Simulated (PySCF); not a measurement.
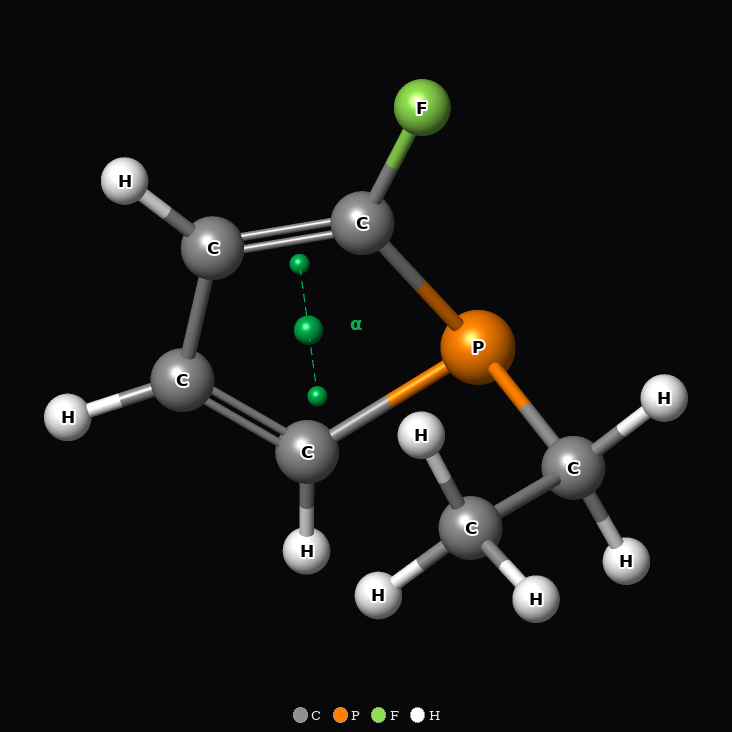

The small points mark where nucleus-independent chemical shifts (NICS) were computed: at the centre of each lettered ring and 1 Å above and below it. The geometry was computed by an optimisation with GFN2-xTB. No frequency run is at hand to confirm it as a minimum. Level of theory: GIAO PBE0/pcSseg-1 NMR shielding, non-relativistic, gas phase (PySCF 2.14.0).

Give NICS(0), NICS(1) and the out-of-plane component NICS(1)zz for each ring (means of the two sides).

| ring | members | NICS(0) | NICS(1) | NICS(1)zz |
| --- | --- | --- | --- | --- |
| α | C4P | −5.8 | −5.6 | −10.3 |

Values in ppm.

The geometry is semi-empirical. Around P such bond lengths and angles can be off by a tenth of an ångström or more and by several degrees, and values that hang on the shape move with them.
